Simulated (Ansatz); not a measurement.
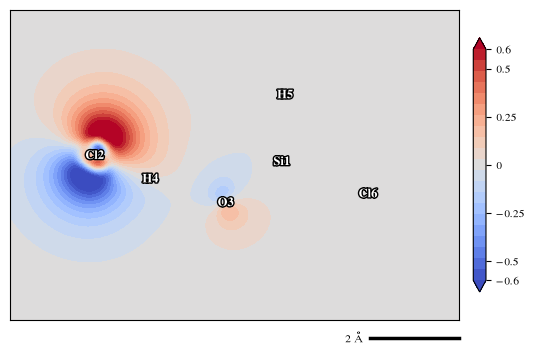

Figure 1: ClHOSi···HCl. The HOMO−1 on the molecular plane (values in Å⁻³ᐟ²; the overall sign is arbitrary).

All numbers below come from RKS revPBE/cc-pVDZ in Ansatz 0.2.0.

Input

```
crystal:
  periodic: [false, false, false]
  atoms:
    - { symbol: Si, position_ang: [-0.414904, -0.817696, 0.327601] }
    - { symbol: Cl, position_ang: [0.642376, 2.146415, -1.036399] }
    - { symbol: O, position_ang: [1.060532, -1.065752, -0.147887] }
    - { symbol: H, position_ang: [1.357993, 1.039907, -0.932736] }
    - { symbol: H, position_ang: [-1.670891, -0.947789, -0.481333] }
    - { symbol: Cl, position_ang: [-0.975206, -0.355184, 2.270754] }
basis:
  gaussian: { orbitals: cc-pVDZ }
hamiltonian:
  xc: revpbe
relax:
  f_tol: 0.03
  max_steps: 50
output:
  orbitals: {}
```

Command:

```sh
ansatz run input.yaml --threads 2 --pin off --max-ram 3072MiB --backend cpu --events-out ev --progress --plain --runs-dir out
```

The fields are those of the run's last geometry, not of the input's.

### What is the character of this orbital?

It lies mainly on Cl2 (about 95 %); it is symmetric in the molecular plane (an in-plane orbital: σ, lone-pair or in-plane π type); largely a lone pair of Cl2. Its energy is −6.68 eV.
